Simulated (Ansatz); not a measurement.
# H9InO3Si3: small, medium and large basis sets

Aim: see how fast density functionals converge with the basis set for H9InO3Si3.

Method: one geometry, several basis sets; program: Ansatz 0.2.0, Gaussian basis.

Plan: PBE0-D4/def2-SVP; ωB97M-V/def2-SVP; PBE0-D4/def2-QZVPP; ωB97M-V/def2-QZVPP; the functionals' def2-TZVPP values are taken from earlier runs.

## (1) The geometry

All runs share one geometry, relaxed beforehand with PBE0-D4 in a triple-zeta def2 set. In takes the def2 core potential; no spin-orbit term is included.

SMILES `[SiH3][O][In]([O][SiH3])[O][SiH3]`, 16 atoms, charge 0, spin multiplicity 1.

Atoms are counted from 1 here; the program's logs count them from 0.

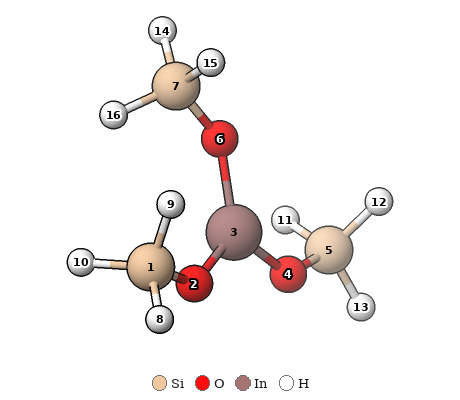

The geometry (silicon light orange, oxygen red, indium brown, hydrogen white); atoms are numbered from 1 in the order of the file.

## (2) PBE0-D4 in def2-SVP

Contents of in.yaml:

```yaml
crystal:
  periodic: [false, false, false]
  atoms:
    - {symbol: Si, position_ang: [0.854612, -3.024848, -0.338850]}
    - {symbol: O, position_ang: [0.411459, -1.689632, -1.174800]}
    - {symbol: In, position_ang: [-0.047411, 0.147353, -0.694994]}
    - {symbol: O, position_ang: [-0.400066, 1.455757, -2.093187]}
    - {symbol: Si, position_ang: [-0.807994, 3.041364, -2.120533]}
    - {symbol: O, position_ang: [-0.159616, 0.699216, 1.183597]}
    - {symbol: Si, position_ang: [-0.035175, -0.051090, 2.631380]}
    - {symbol: H, position_ang: [1.638787, -3.909807, -1.238017]}
    - {symbol: H, position_ang: [1.694574, -2.663861, 0.839898]}
    - {symbol: H, position_ang: [-0.340053, -3.762955, 0.154358]}
    - {symbol: H, position_ang: [-2.104918, 3.274457, -1.425966]}
    - {symbol: H, position_ang: [0.230619, 3.875084, -1.453521]}
    - {symbol: H, position_ang: [-0.932778, 3.461914, -3.539382]}
    - {symbol: H, position_ang: [-0.800335, 0.725630, 3.640782]}
    - {symbol: H, position_ang: [1.386806, -0.143385, 3.062104]}
    - {symbol: H, position_ang: [-0.588510, -1.435188, 2.567122]}
basis:
  gaussian: {orbitals: def2-SVP}
hamiltonian: {xc: pbe0, dispersion: d4}
output: {orbitals: {seedname: orbitals}}
```

On the command line:

```
ansatz run in.yaml --threads 2 --pin off --events-out ev --progress --plain --max-ram 32768MiB --backend cpu
```

Further steps of the session: ωB97M-V in def2-SVP; PBE0-D4 in def2-QZVPP; ωB97M-V in def2-QZVPP.

Q: Predict the results of all the runs planned. Wanted: PBE0-D4: double and triple zeta above quadruple; ωB97M-V: double and triple zeta above quadruple.

**Answer**, as computed:

| quantity | value |
| --- | --- |
| PBE0-D4: double and triple zeta above quadruple | 18.09, 1.28 eV |
| ωB97M-V: double and triple zeta above quadruple | 18.21, 1.18 eV |

What this shows: PBE0-D4 gains 16.81 eV from double to triple zeta, then 1.28 eV more. Total energies overstate the basis error of differences, where much of it tends to cancel.
